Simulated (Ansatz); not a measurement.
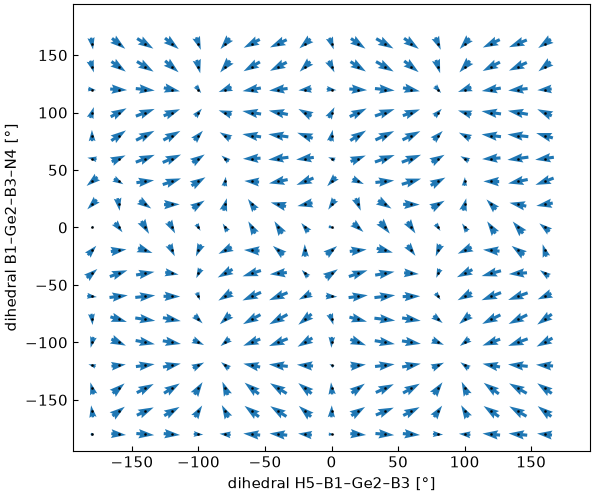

B2GeH7N, SMILES [BH2][GeH2][BH]N. 
- The first coordinate is: dihedral H5–B1–Ge2–B3; the second: dihedral B1–Ge2–B3–N4.
- Nothing is relaxed (all other coordinates rigid).
- The scan uses an 18 × 18 grid.
- Method: RKS PBE0-D4/def2-SVP in Ansatz.

The picture shows dots at the grid points, arrows along the force (downhill), their lengths compressed.

Q: The arrows alone are given. Where are the wells?

A: The arrows converge at about dihedral H5–B1–Ge2–B3 = 85°, dihedral B1–Ge2–B3–N4 = 110°; about dihedral H5–B1–Ge2–B3 = 90°, dihedral B1–Ge2–B3–N4 = −110°; about dihedral H5–B1–Ge2–B3 = −95°, dihedral B1–Ge2–B3–N4 = 110° (102 cm⁻¹ up); about dihedral H5–B1–Ge2–B3 = −90°, dihedral B1–Ge2–B3–N4 = −110° (102 cm⁻¹ up) (read from the interpolated surface).

The energy map of the same scan:

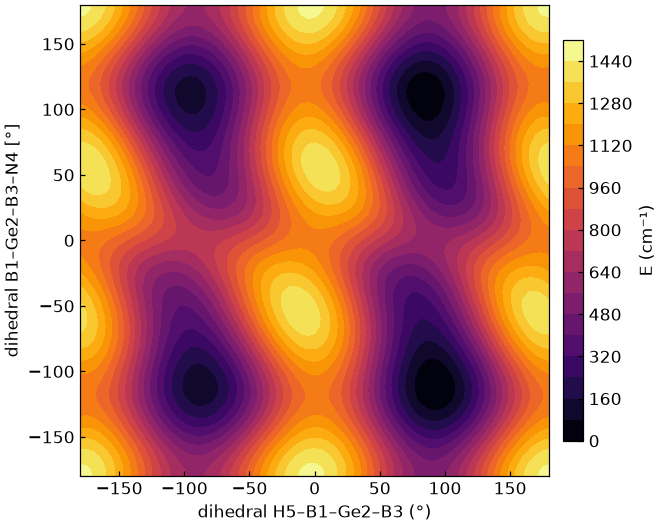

Energies are in cm⁻¹, from the relaxed molecule at the same level; between grid points the surface is interpolated.
